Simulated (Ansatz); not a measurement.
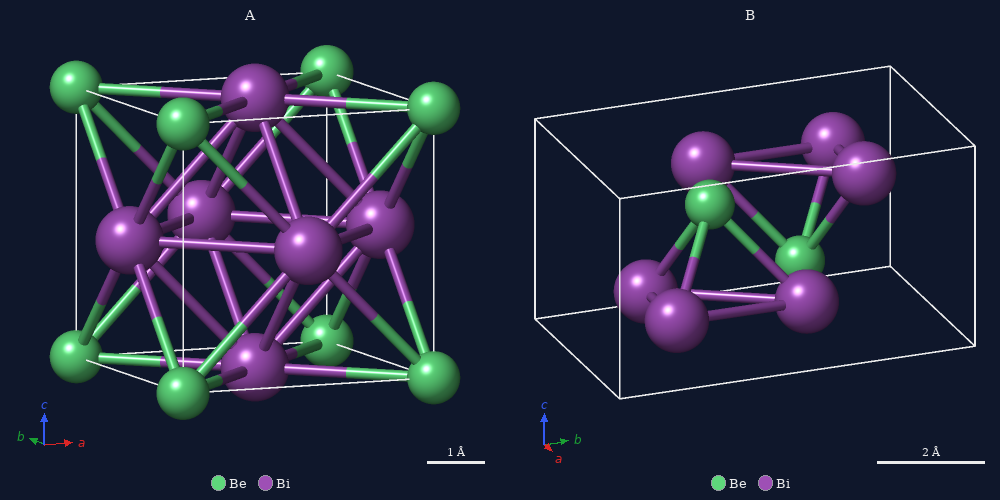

Two structures of BeBi$_{3}$, each relaxed to rest (conventional cells in solid outline, small ones repeated, not to one scale). Method: DFT PBE, scalar-relativistic, plane waves, PAW (Ansatz), without spin polarisation.

Question: What structure does each panel show?

Answer: A: Cu₃Au (L1₂) type, Pm-3m. B: 8 atoms a cell on a primitive hexagonal lattice, P6_3/mmc.

Question: Compare their energies: which is lower?

Answer: B is lower, by 303 meV/atom at this level of theory (energies at zero smearing). Volumes: A 27.8, B 31.6 Å³/atom.

One or both may be structure types tried for this composition rather than known phases.
